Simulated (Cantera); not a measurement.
Feed: 1 mol MgCO3, 2 mol SO2, 1 mol O2, 0.16 mol H2S, at 1330 Pa.

Cantera equilibrium calculation (NASA polynomials, part measured and part estimated; ideal gas, pure solids and liquids). Candidate condensed phases: C, C6H6, C7H8, C8H18, H2O, H2SO4, Mg, MgCO3, MgO, Mg(OH)2, MgS, MgSO4, S; 130 gas species. Rates play no part.

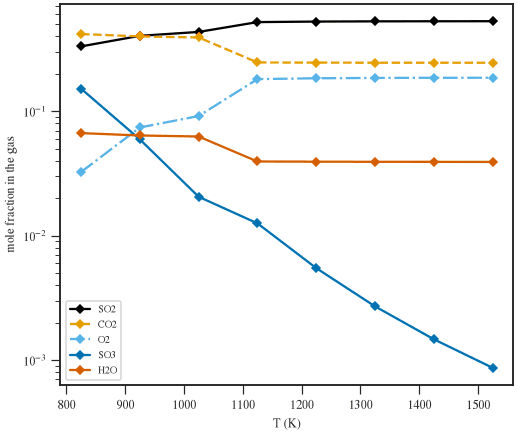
Figure: Equilibrium gas composition (values under 1e-9 drawn at 1e-9)

**Question.** Read off the mole fractions at 1325 K.

**Answer.** SO2 about 0.53, CO2 about 0.25, O2 about 0.19, H2O about 0.039, SO3 about 0.0027.
